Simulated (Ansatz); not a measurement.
System: hcp Hf. Method: PBEsol in Ansatz (PAW).

Settings: plane-wave cutoff 520 eV, 18×18×12 k mesh (along the axes of the cell as run), Fermi–Dirac smearing 0.05 eV, scalar-relativistic PAW data made under PBE.

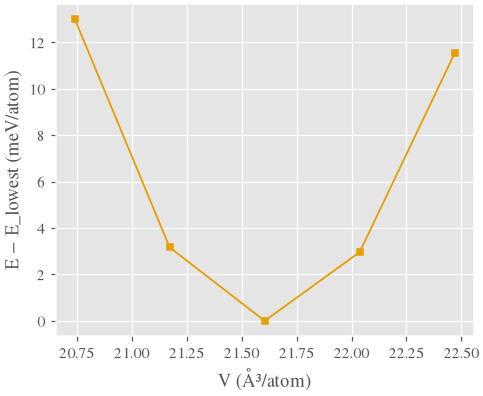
Figure: Total energy against volume

Q: From the curve, estimate the equilibrium volume and the bulk modulus.

A: V0 ≈ 21.6 Å³/atom and B0 ≈ 110 GPa; the fit gives V0 = 21.606 Å³/atom, B0 = 113 GPa, B′ = 3.4.

Shape and atoms are relaxed at each volume.

Measured, for comparison: bulk modulus 110 GPa (zero-point energy and finite temperature contributions removed; as tabulated in doi:10.1021/acs.jctc.3c00612). Computed (rounded) less measured: bulk modulus +3 %.

Note: the bulk modulus comes from volumes at which shape and atoms were relaxed.

Spin–orbit coupling is not included.

Computed values are for the static lattice.

Cost on a shared machine: roughly 7 core-minutes.

Ansatz is an electronic-structure program.
